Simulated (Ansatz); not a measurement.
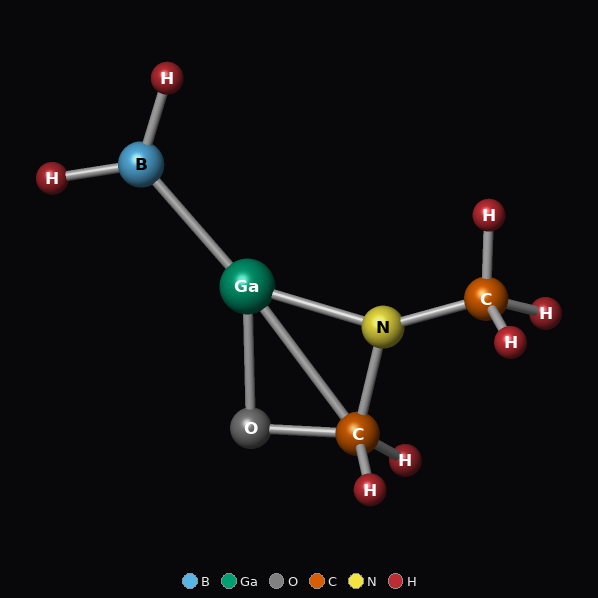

Ball-and-stick drawing of a structure. Every bond is drawn as one stick, whatever its order.

Computed geometry: PBE0-D4/def2-TZVP optimisation.

Give the formula.

C₂H₇BGaNO, 13 atoms: 2 carbon, 7 hydrogen, 1 boron, 1 gallium, 1 nitrogen and 1 oxygen.

Count the bonded pairs by element.

5 C–H, 2 B–H, 2 C–N, 1 B–Ga, 1 Ga–O, 1 Ga–N, 1 C–O, 1 C–Ga. Sticks follow a distance rule.

Which point group does it belong to?

Cs.

More results for the same structure follow; atom numbers are the same in all pictures, views and colours differ.

### Geometry

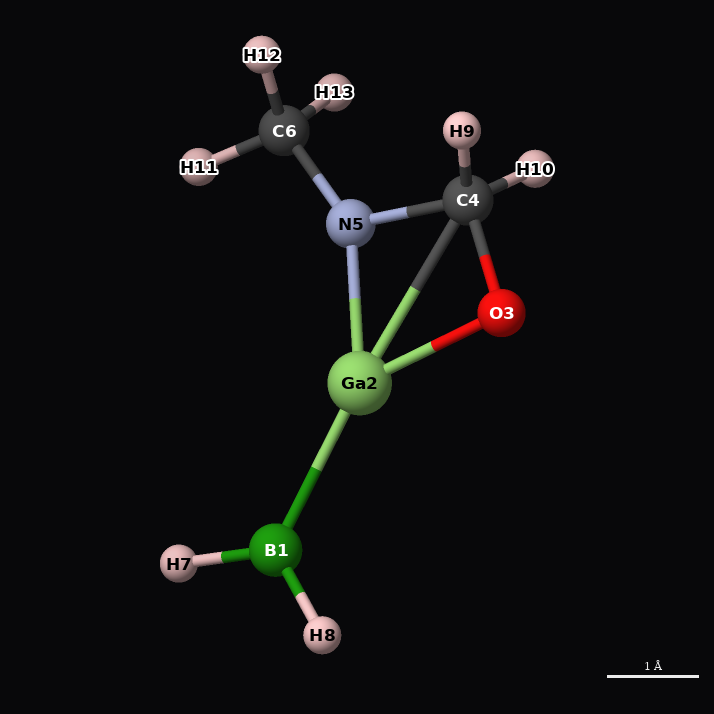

The atoms are numbered.

List the bonds and their lengths.

```
  bond  length (Å)
B1–Ga2       2.058
 B1–H7       1.194
 B1–H8       1.193
Ga2–O3       1.845
Ga2–C4       2.342
Ga2–N5       1.835
 O3–C4       1.403
 C4–N5       1.448
 C4–H9       1.104
C4–H10       1.104
 N5–C6       1.427
C6–H11       1.091
C6–H12       1.100
C6–H13       1.100
```

### Electronic properties

Level of theory: RKS r2SCAN-D4/def2-TZVPP (Ansatz 0.2.0).

Computed properties:

- dipole moment: 2.28 D
- HOMO energy (Kohn–Sham orbital): −5.40 eV
- LUMO energy (Kohn–Sham orbital): −3.65 eV
- HOMO–LUMO gap: 1.75 eV
- dispersion correction: −6.9 kJ/mol
- vertical ionisation energy: 7.97 eV

### Vibrations

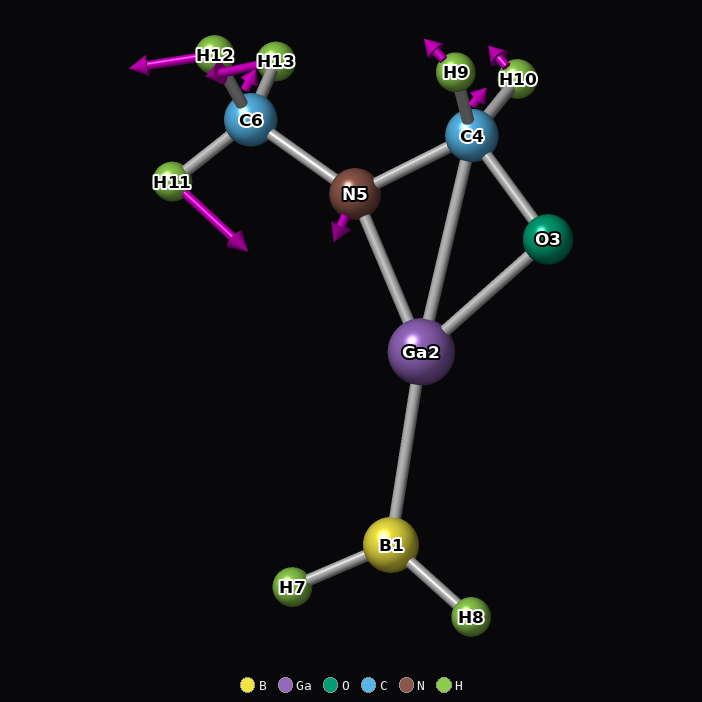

The arrows show one normal mode. Harmonic vibrations computed with RKS PBE0-D4/def2-TZVP (Ansatz 0.2.0) at a stationary point of the same level.

At what wavenumber does it lie?

1221 cm⁻¹; it is mode 20 of 33 counted from the lowest.

### Charges

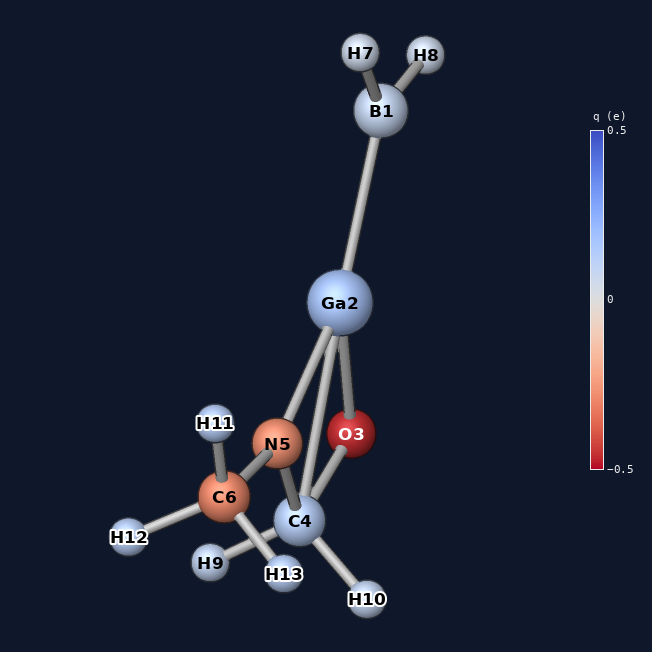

Atoms are coloured by their Mulliken charges. Properties computed with RKS PBE0-D4/def2-TZVP (Ansatz 0.2.0).

Give the Mulliken charges atom by atom.

```csv
atom,value (e)
B1,0.08
Ga2,0.16
O3,−0.46
C4,0.12
N5,−0.27
C6,−0.28
H7,0.05
H8,0.06
H9,0.09
H10,0.09
H11,0.13
H12,0.12
H13,0.12
```

Mulliken values depend strongly on the basis set and can even reverse the polarity of a bond.
